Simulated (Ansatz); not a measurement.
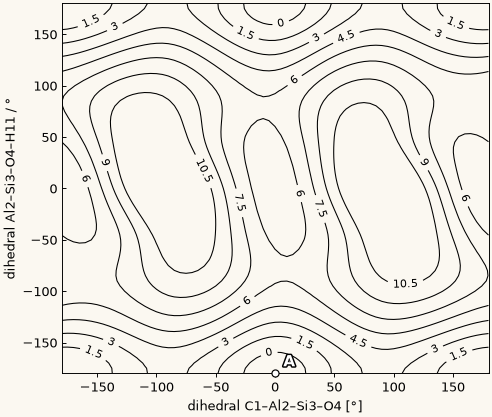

CH₇AlOSi, SMILES [CH3][AlH][SiH2]O. The first coordinate is: dihedral C1–Al2–Si3–O4; the second: dihedral Al2–Si3–O4–H11. Nothing is relaxed (all other coordinates rigid). The scan uses an 8 × 8 grid. All energies are given in kJ/mol relative to the relaxed molecule at the same level. Computed with Ansatz, RKS PBE0-D4/def2-TZVP.

Drawn: contour lines labelled in kJ/mol (none above 10.5), the point A. Between grid points the surface is interpolated.

> What is the easiest way out of the well at A, and how high is the barrier?

The easiest path leads from the well at dihedral C1–Al2–Si3–O4 = 0°, dihedral Al2–Si3–O4–H11 = −180° to the well at dihedral C1–Al2–Si3–O4 = −180°, dihedral Al2–Si3–O4–H11 = −180°, about 0.95 kJ/mol higher (on a rigid scan; wells that are mirror images or exchange like atoms can differ by this much). Its highest point lies about 4.3 kJ/mol above the bottom of the first well on the interpolated surface, at dihedral C1–Al2–Si3–O4 = −90°, dihedral Al2–Si3–O4–H11 = −180°. Seen from the upper well the barrier is about 3.3 kJ/mol. The start is the relaxed structure and all else is held, so a fully relaxed path at this level can only be lower.

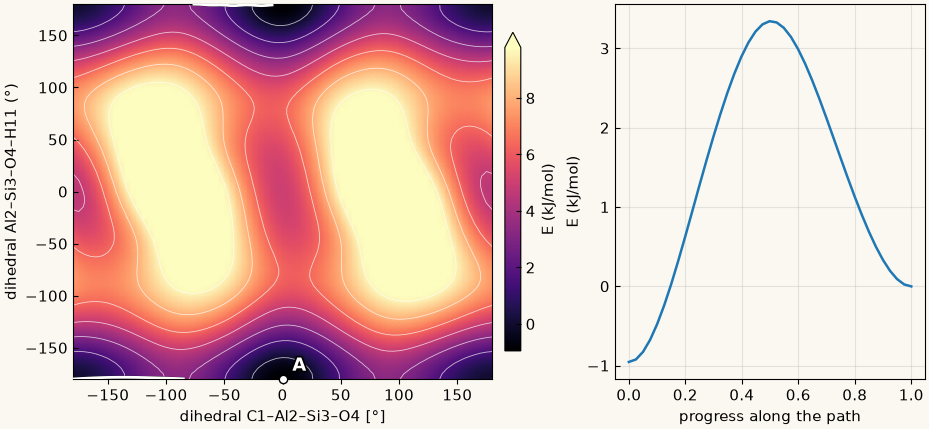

Drawn: a smooth colour map with a few white contour lines, a line along the lowest path, one colour for all values above the top of the scale, the energy along the path at the right. Between grid points the surface is interpolated.
